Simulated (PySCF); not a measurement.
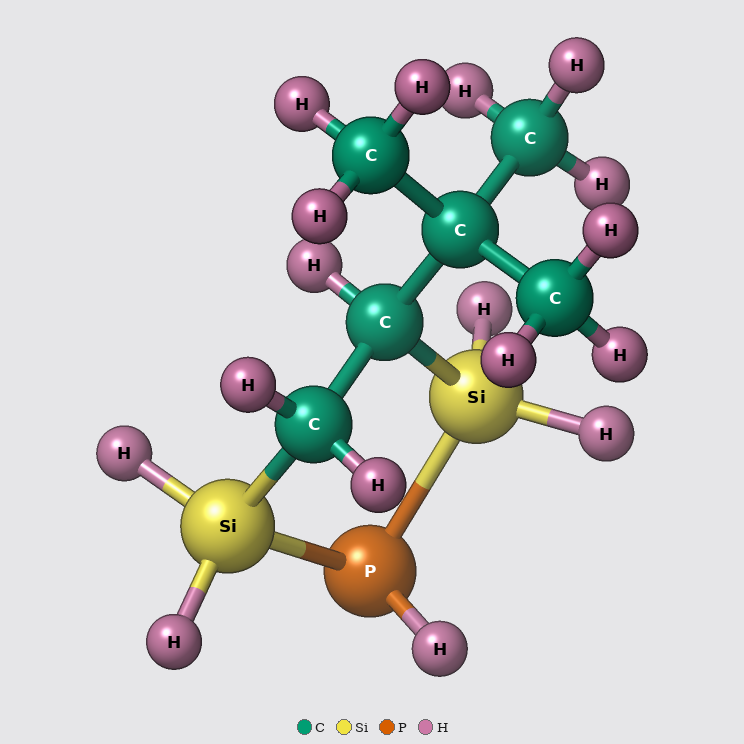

Computed geometry: PBE0-D3(BJ)/def2-SVP optimisation. No frequency run is at hand to confirm it as a minimum. Level of theory: PBE0/pcSseg-1 in chloroform (IEF-PCM) (PySCF 2.14.0).

Computed properties:

The species is C6H17PSi2 (`CC(C)(C)[C@@H]1C[SiH2]P[SiH2]1`).
- dipole moment: 3.18 D
- HOMO energy (Kohn–Sham orbital): −7.24 eV
- LUMO energy (Kohn–Sham orbital): 0.07 eV
- HOMO–LUMO gap: 7.31 eV
